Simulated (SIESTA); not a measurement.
Band structure of TePdSe (P3m1, 3 atoms in the cell).

```
TePdSe
1.0
    3.92744     0.00000     0.00000
   -1.96372     3.40126     0.00000
    0.00000     0.00000     5.02889
Te Pd Se
1 1 1
Direct
  0.00000   0.00000   0.73055
  0.33333   0.66667   0.00891
  0.66667   0.33333   0.26054
```

Method of the run: GGA PBEsol, numerical atomic orbitals DZP, PseudoDojo PBEsol standard norm-conserving potentials (rewritten from UPF to PSML) (SIESTA).

Settings: XC.functional = GGA; XC.authors = PBEsol; potentials = PseudoDojo PBEsol standard; PAO.BasisSize = DZP; PAO.EnergyShift = 0.01 Ry; MeshCutoff = 400 Ry; kgrid.MonkhorstPack = 10 10 7; OccupationFunction = MP; OccupationMPOrder = 0; ElectronicTemperature = 1160.45 K; MaxSCFIterations = 150; SCF.Mixer.Method = Broyden; SCF.Mixer.Weight = 0.1; SCF.Mixer.History = 8.

The starting cell comes from a database of computed structures (which also holds hypothetical and non-ambient phases and stackings), without a prior relaxation at this level. Spin-orbit coupling is off. Spin polarisation is off. Values carry the incompleteness of an atom-centred basis.

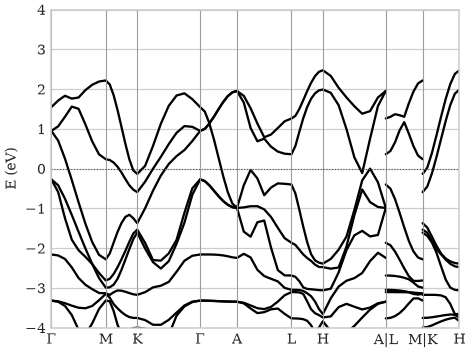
*Bands along the path, energies from the Fermi level.*

Levels in eV from the Fermi level, bands 22 to 27:
| point | 22 | 23 | 24 | 25 | 26 | 27 |
|---|---|---|---|---|---|---|
| Γ | -2.16 | -0.27 | -0.27 | 0.95 | 0.95 | 1.55 |
| M | -3.13 | -2.99 | -2.81 | -2.28 | 0.24 | 2.22 |
| K | -3.17 | -1.61 | -1.53 | -1.37 | -0.59 | -0.13 |
| A | -2.24 | -0.99 | -0.99 | -0.99 | 1.95 | 1.95 |
| L | -3.05 | -2.69 | -1.86 | -0.40 | 0.36 | 1.26 |
| H | -3.65 | -3.06 | -2.48 | -2.39 | 1.99 | 2.47 |

Bands cross the Fermi level along this path, so the cell is metallic at this level.

Higher empty bands are left out: an atom-centred basis made for the valence describes them poorly.
